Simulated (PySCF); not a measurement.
Input file:

```
{"job": {"kind": "epr", "basis": "pcH-1"}, "charge": 0, "multiplicity": 2}
C      3.019656     0.912832     0.270408
N      1.916649     0.040435     0.598930
B      1.156015    -0.718855    -0.269577
C     -0.069312    -1.568094     0.297130
B     -1.373649    -0.737645     0.122820
S     -1.970985     0.297327    -1.109036
C     -3.675011     0.776654    -0.494886
H      3.934733     0.598401     0.781572
H      3.191329     0.883172    -0.803074
H      2.802216     1.945199     0.560815
H      1.717313     0.039659     1.589918
H      1.397839    -0.693174    -1.416137
H      0.101954    -1.888153     1.328540
H     -0.191112    -2.480988    -0.290938
H     -4.364074    -0.030512    -0.719908
H     -3.636442     0.961365     0.572763
H     -3.964116     1.674407    -1.029249
```

Launched as:

```sh
OMP_NUM_THREADS=1 python probes_run.py task.json out
```

Geometry: GFN2-xTB.

Method: PySCF 2.14.0, density-fitted response routines, UKS B3LYP, pcH-1 on B C H N S, non-relativistic, mean-field spin-orbit, GIAO.

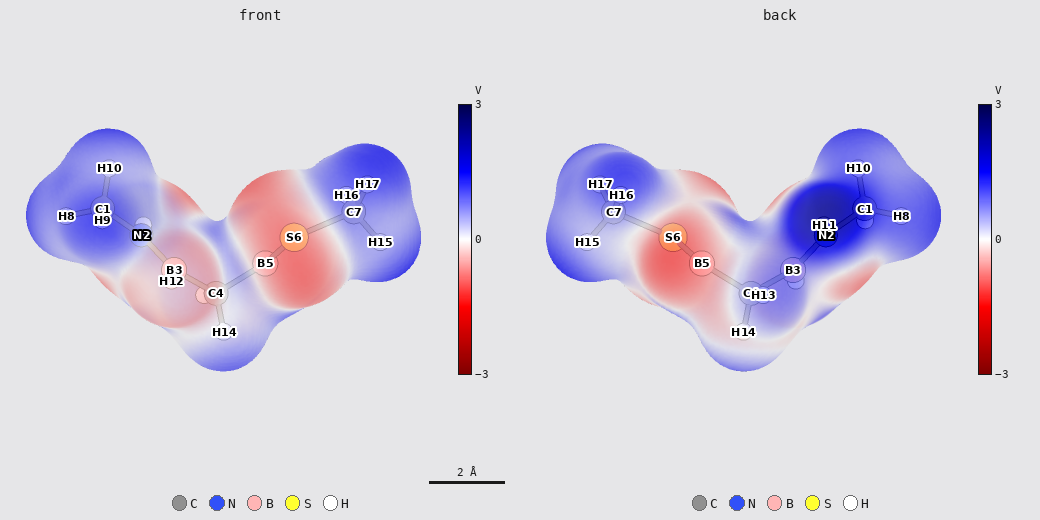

C₃H₁₀B₂NS (SMILES CNBC[B]SC) (doublet). The electrostatic potential painted on the density surface at 0.004 e/bohr³, seen from the front and from behind; the colour scale runs from red (negative) to blue (positive).

**Describe the electrostatic potential map.**

The most negative region (about −0.9 V) lies over H16, the most positive (about +2.2 V) over H11.
